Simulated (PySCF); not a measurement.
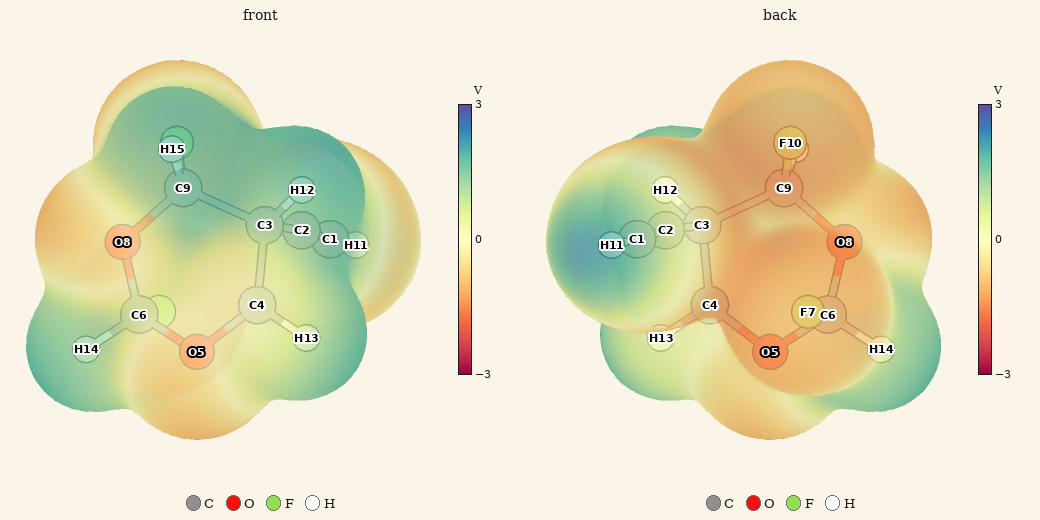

*C6H5F2O2 (doublet). The molecular electrostatic potential painted on the density surface at 0.004 e/bohr³, seen from the front and from behind; red is negative and blue positive.*

Geometry: GFN2-xTB.

These are results of UKS B3LYP, pcH-1 on C F H O, non-relativistic, mean-field spin-orbit, GIAO in PySCF 2.14.0, density-fitted response routines, not measurements.

```csv
atom,x (Å),y (Å),z (Å)
C,2.4295,0.6937,-0.6590
C,1.5815,-0.0358,-0.2343
C,0.4823,-0.8940,0.2052
C,-0.4374,-1.1117,-0.9473
O,-1.3621,-0.1420,-1.2728
C,-1.5395,0.8316,-0.3271
F,-0.6040,1.8218,-0.5251
O,-1.4955,0.3759,0.9611
C,-0.3121,-0.2484,1.3665
F,0.4625,0.6625,2.0338
H,3.1933,1.3244,-1.0038
H,0.9022,-1.8499,0.5362
H,-0.1698,-1.7219,-1.7888
H,-2.5231,1.2957,-0.4827
H,-0.6123,-0.9941,2.1162
```

Where is the surface potential most negative and most positive?

The most negative region (about −1.4 V) lies over C1, C2, F7 and F10, the most positive (about +2.1 V) over H11.
